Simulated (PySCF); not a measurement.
| atom | x (Å) | y (Å) | z (Å) |
| --- | --- | --- | --- |
| C | -3.0394 | -1.1234 | 0.5772 |
| C | -1.9871 | -0.5762 | 0.3593 |
| C | -0.8160 | 0.0883 | 0.1080 |
| C | 0.4909 | 0.1207 | -0.0834 |
| C | 1.7410 | -0.5854 | -0.1816 |
| O | 1.8752 | -1.7792 | -0.0585 |
| O | 2.7710 | 0.2433 | -0.4329 |
| C | -0.2084 | 1.4435 | -0.1499 |
| H | -3.9405 | -1.6247 | 0.7697 |
| H | 3.5940 | -0.2650 | -0.4943 |
| H | -0.1133 | 2.1421 | 0.6728 |
| H | -0.3663 | 1.9152 | -1.1124 |

Geometry: GFN2-xTB.

The calculation used PySCF, PBE0/pcSseg-1, SCF density, gas phase, non-relativistic.

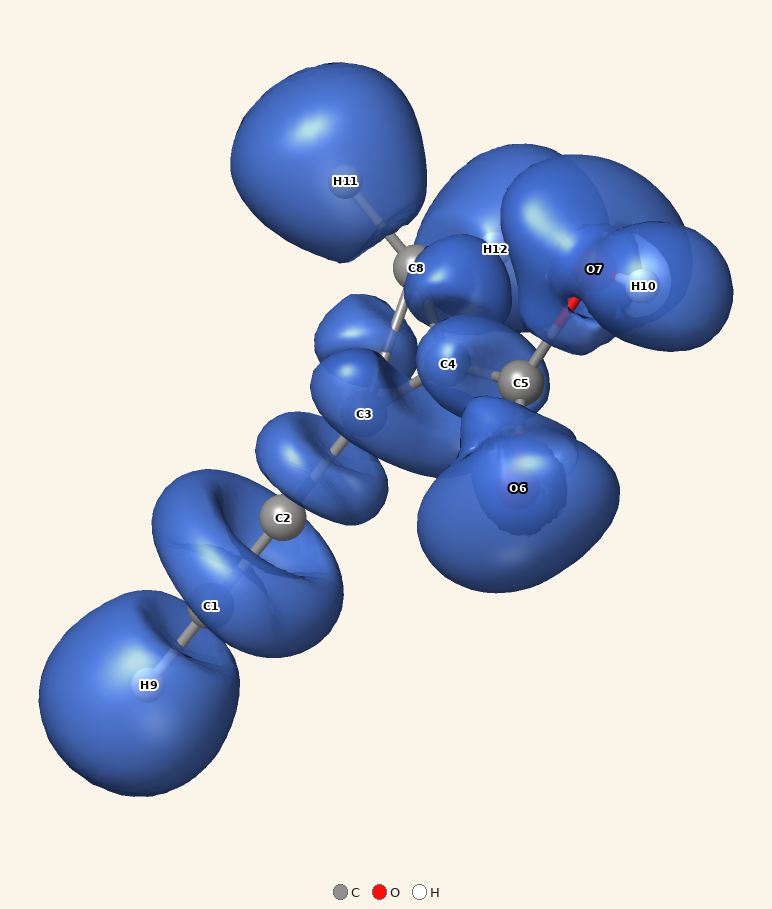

C6H4O2 (SMILES C#CC1=C(C(=O)O)C1). Isosurface of the ELF at 0.75 (blue), seen at an oblique angle. Core shells and regions of very low density are left out.

> Where are the electrons localised?

The ELF exceeds this value in six regions between bonded C–C atoms (shared pairs), three regions around hydrogen nuclei, one region on O in which the atom's valence shell and bonds are merged and one joined region spread over several atoms (H, O), in which their bonds and any lone pairs are merged. Profiles from the grid: C–C (1.21 Å): the ELF peaks at about 0.85 between the atoms: a short, multiple covalent bond. C–O (1.21 Å): the ELF peaks at about 0.85 between the atoms: a short, multiple covalent bond.
